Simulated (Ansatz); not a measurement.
# Hypothetical anti-CdI2 type W2N, response to strain

The parent structure is W$_{2}$N in the anti-CdI2 type structure (space group P-3m1, No. 164; a = 2.8031 Å, c = 5.2989 Å; a hypothetical phase, not in the database extracts checked; relaxed with 0.1 eV smearing). Axes: x lies along a and z along c of the hexagonal cell.

Strains are applied to the cell and any free atomic positions relax; under biaxial strain the out-of-plane vector relaxes too.

Level of theory: PBEsol/PAW in Ansatz (a first-principles code), no spin-orbit coupling.

Notes on the quantities. pressure: mean of the normal stresses, compression positive.

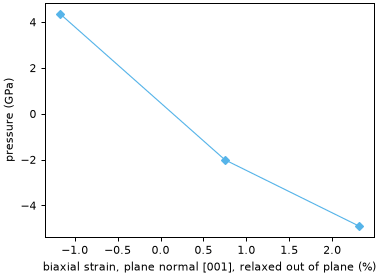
Figure: Pressure against biaxial strain, plane normal [001], relaxed out of plane

| biaxial strain, plane normal [001], relaxed out of plane (%) | pressure |
|---|---|
| -1.17 | 4.4 GPa |
| 0.75 | -2.0 GPa |
| 2.31 | -4.9 GPa |

Stability against distortions was not tested. All final runs are without spin polarisation. An odd electron count without spin: W2N.
